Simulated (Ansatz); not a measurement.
```yaml
crystal:
  lattice:
    - [3.14920, 0.00000, 0.00000]
    - [-1.57460, 2.72729, 0.00000]
    - [0.00000, 0.00000, 7.79028]
  atoms:
    - { symbol: Zr, position: [0.00000, 0.00000, 0.00000] }
    - { symbol: Mo, position: [0.33333, 0.66667, 0.33711] }
    - { symbol: Mo, position: [0.66667, 0.33333, 0.66289] }
    - { symbol: C, position: [0.66667, 0.33333, 0.18128] }
    - { symbol: C, position: [0.33333, 0.66667, 0.81872] }
    - { symbol: C, position: [0.00000, 0.00000, 0.50000] }
```

Space group P-3m1; a generated structure, not necessarily the stable one; computed without spin polarisation.

The calculation used DFT PBE, scalar-relativistic, plane waves, PAW (Ansatz).

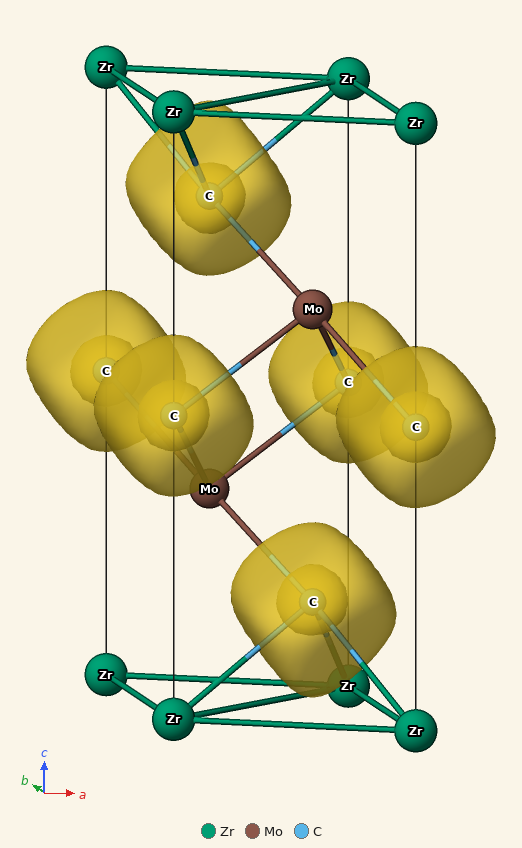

ZrMo2C3. Isosurface of the electron localisation function at 0.6 (yellow), seen slightly off an axis. Only the valence region is drawn (cores and ρ < 0.01 e/Å³ removed). Sticks mark near contacts.

Core electrons are frozen (PAW), and the valence fields are smoothed inside the atomic spheres.

> What do the ELF domains correspond to?

The ELF exceeds this value in three regions wrapped around C (the valence shell of each), counted in one cell of 6 atoms. Any copies at cell faces, edges or corners count once. Along the contacts the grid gives the following. Mo–C (2.19 Å): the ELF peaks at about 0.75 in the valence shell of C, 0.7 Å from its nucleus, and is about 0.25 at the midpoint. Zr–C (2.30 Å): the ELF peaks at about 0.75 in the valence shell of C, 0.7 Å from its nucleus, and drops to about 0.20 between the two atoms (no shared electron pair shows on this line).

> How much charge does the calculation move between the atoms?

Electrons move from Zr and Mo towards C. Bader charges: Zr +1.84, Mo +1.45 and C −1.65 to −1.45 e.
